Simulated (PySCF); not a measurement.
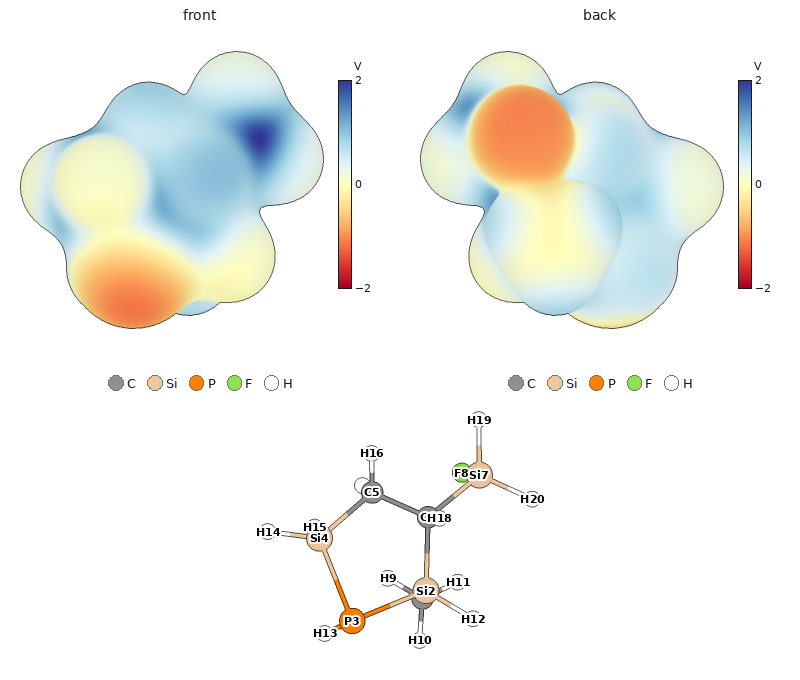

The picture shows: C$_{3}$H$_{12}$FPSi$_{3}$. The molecular electrostatic potential painted on the density surface at 0.002 e/bohr³, seen from the front and from behind; red is negative and blue positive. The bare structure is drawn below in the same view.

Geometry: GFN2-xTB.

Level of theory: PySCF, PBE0/pcSseg-1, SCF density, gas phase, non-relativistic.

Input

```
{"job": {"kind": "nmr", "xc": "PBE0", "basis": "pcSseg-1"}, "charge": 0, "multiplicity": 1}
C     -1.184302    -1.523363    -1.345869
Si    -1.003731    -0.861991     0.427184
P     -2.392548     0.858441     0.858689
Si    -0.753448     2.353467     0.547284
C      0.803874     1.312505     0.130847
C      0.723889    -0.082936     0.764406
Si     2.185425    -1.166760     0.240303
F      2.116694    -1.314313    -1.364922
H     -1.010730    -0.743084    -2.081823
H     -2.184953    -1.913017    -1.507200
H     -0.475773    -2.321948    -1.538425
H     -1.250261    -1.934859     1.405845
H     -2.910572     0.945745    -0.416934
H     -1.048048     3.306730    -0.525880
H     -0.564566     3.067827     1.815020
H      1.702035     1.832200     0.469906
H      0.898823     1.211540    -0.952914
H      0.775514     0.039476     1.851693
H      3.471325    -0.525883     0.478334
H      2.096205    -2.529097     0.741422
```

Command:

```sh
OMP_NUM_THREADS=1 python probes_run.py task.json out
```

Question: Which sites attract a positive test charge, and which a negative one?

Answer: A positive charge is drawn to the negative regions and a negative charge to the positive ones. The most negative region (about −1.1 V) lies over P3 and F8, the most positive (about +1.8 V) over Si7.
